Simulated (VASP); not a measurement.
Band structure of K (space group Fm-3m). Calculation: LDA (Ceperley-Alder, Perdew-Zunger), VASP's LDA PAW potentials (set 64) (plane waves; VASP 6.6.1).

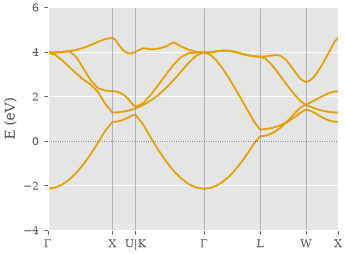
*Bands along high-symmetry lines, zero at the valence-band maximum or, without a gap, the Fermi level*

Q: Read the plot: is there a gap, and where are the band edges?

A: It has no gap at this level: it comes out as a metal or semimetal.

The structure comes from a computed database's K entry (Fm-3m); how it stands against other phases isn't given here. The cell was not relaxed at this level.
